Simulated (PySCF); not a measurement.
C₄H₁₂O₂Si₂

The calculation's input:

```
{"job": {"kind": "nmr", "xc": "PBE0", "basis": "pcSseg-1"}, "charge": 0, "multiplicity": 1}
C     -2.923034     0.464899    -0.828490
C     -1.521264    -0.007429    -1.137827
O     -0.819294     0.550350    -1.951862
C     -1.060256    -1.165116    -0.332035
Si    -0.072632    -0.499275     1.177225
C      1.272275     0.669442     0.556881
Si     2.611706    -0.138332    -0.535218
O      3.706309     0.960448    -1.028944
H     -3.636811    -0.259106    -1.218356
H     -3.110432     1.429151    -1.294256
H     -3.063637     0.535094     0.247406
H     -0.378134    -1.777041    -0.917732
H     -1.895650    -1.772659     0.004761
H     -1.027434     0.194135     2.060268
H      0.464986    -1.668863     1.880963
H      1.752130     1.157376     1.405327
H      0.793849     1.461481    -0.021631
H      3.451324    -1.035015     0.251678
H      1.999326    -0.796846    -1.686957
H      3.451526     1.707981    -1.563319
```

Run with:

```sh
OMP_NUM_THREADS=1 python probes_run.py task.json out
```

Geometry: GFN2-xTB.

These are results of PySCF, PBE0/pcSseg-1, SCF density, gas phase, non-relativistic, not measurements.

What will maps of the electron density and electron localisation function show?

Answer. Si–O (1.63 Å): ρ at the midpoint is about 1.2 e/Å³; the ELF peaks at about 0.85 between the atoms: a short, strongly polar bond.
C–Si (1.89 Å): ρ is about 0.91 e/Å³ halfway; the ELF peaks at about 0.95 between the atoms; a shared electron pair.

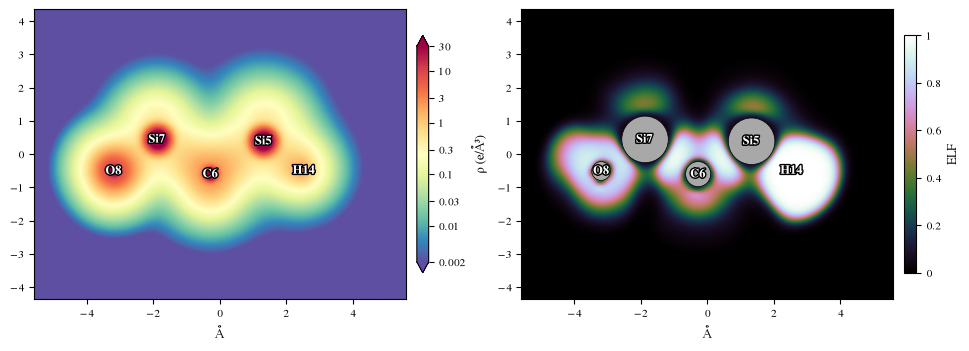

Computed electron density and electron localisation function on the plane of atoms Si5, C6 and Si7, in this order. Grey discs cover the atomic cores in the ELF map. 
